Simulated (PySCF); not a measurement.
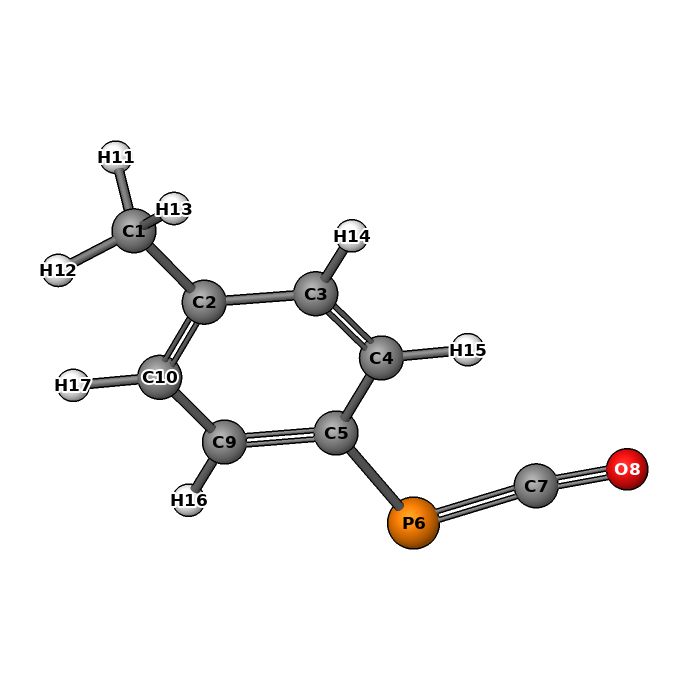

The questions are on isotropic NMR shieldings of the H atoms. The geometry was computed by an optimisation with GFN2-xTB. No frequency run is at hand to confirm it as a minimum. Level of theory: GIAO PBE0/pcSseg-1 NMR shielding, non-relativistic, gas phase (PySCF 2.14.0).

### Which H atom is the most shielded (lowest chemical shift)?

H12, H13 (29.41 ppm).

### Which H atom is the least shielded (highest chemical shift)?

H15 (24.15 ppm).

### How wide is the range of H shifts?

5.26 ppm.

List the isotropic NMR shieldings of the H atoms.

```json
{"atom": "H11", "σ (ppm)": "28.99"}
{"atom": "H12", "σ (ppm)": "29.41"}
{"atom": "H13", "σ (ppm)": "29.41"}
{"atom": "H14", "σ (ppm)": "24.36"}
{"atom": "H15", "σ (ppm)": "24.15"}
{"atom": "H16", "σ (ppm)": "24.30"}
{"atom": "H17", "σ (ppm)": "24.29"}
```

The geometry is semi-empirical. Around P such bond lengths and angles can be off by a tenth of an ångström or more and by several degrees, and values that hang on the shape move with them.
